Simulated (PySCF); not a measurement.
Molecule: SMILES C(/C)=C/SC (C4H8S). Atoms near the plane z = 0.0 Å, at the GFN2-xTB optimised geometry (x, y, z in Å): C1 (1.7, -1.9, 0.0), C2 (0.2, -1.9, 0.0), C3 (-0.5, -0.8, 0.0), S4 (0.1, 0.9, 0.0), C5 (-1.5, 1.8, 0.0), H6 (2.1, -0.8, 0.0), H7 (2.1, -2.4, -0.9), H8 (2.1, -2.4, 0.9), H9 (-0.3, -2.8, 0.0), H10 (-1.6, -0.8, 0.0), H11 (-2.1, 1.5, 0.9), H12 (-1.3, 2.8, 0.0), H13 (-2.0, 1.5, -0.9).

Calculation: B3LYP/def2-TZVP run with PySCF. Cells within 0.4 Å of a nucleus heavier than hydrogen are left out (blank, or x). The values are rescaled to run from 0 to 1.

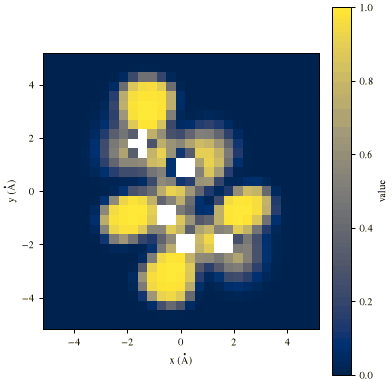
Figure: a field on the plane z = 0.0 Å.

**Question.** Which quantity is mapped?
(A) log10 of the electron density
(B) electron localisation function
(C) deformation density (molecule minus spherical neutral atoms)
(D) electrostatic potential

**Answer.** B, electron localisation function
